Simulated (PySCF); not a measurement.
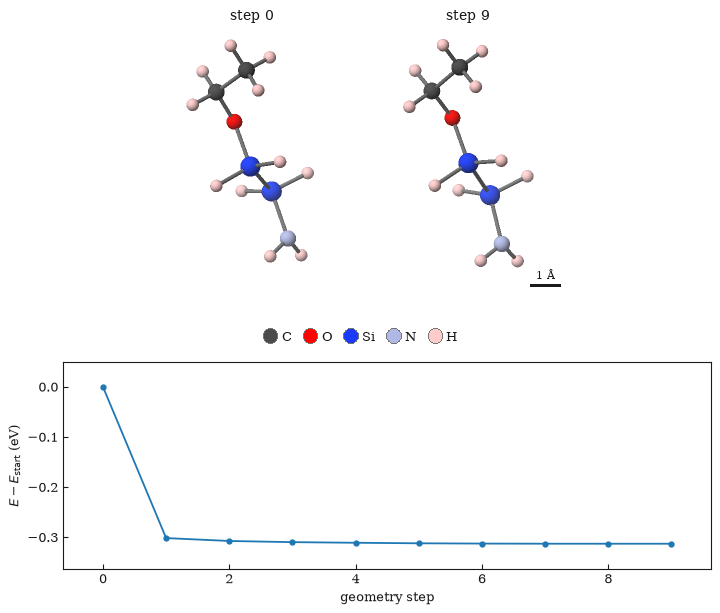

First and last geometry of a relaxation of C2H11NOSi2, with the history of the run. A ball-and-stick model, seen from a free direction.

The start comes from GFN2-xTB. Its atoms were then displaced at random by about 0.01 Å.

The calculation used PySCF, PBE0-D3(BJ)/def2-SVP geometry optimisation, gas phase. 

What do the curves and the structures tell?

Answer. It converged. Over 9 geometry steps the energy falls by 0.313 eV. The atom that moves furthest after the best rigid fit is an H atom (0.26 Å). Largest moves by element: H 0.26 Å, N 0.20 Å, Si 0.16 Å, O 0.16 Å, C 0.14 Å. Near-neighbour distances that change, for instance: Si–Si 2.249 → 2.339 Å, C–H 1.068 → 1.101 Å, C–O 1.380 → 1.408 Å, N–Si 1.718 → 1.741 Å. Among the angles between lasting bonds that change: Si–Si–H 119.7° → 111.3°, Si–Si–H 117.7° → 111.0°, Si–Si–H 115.3° → 108.8°. The run took 2.5 min on 1 thread of Arm Neoverse N1 (shared host).

```tsv
step	E − E(0), eV
0	0.0000
1	-0.3016
2	-0.3074
3	-0.3097
4	-0.3110
5	-0.3120
6	-0.3126
7	-0.3128
8	-0.3129
9	-0.3129
```
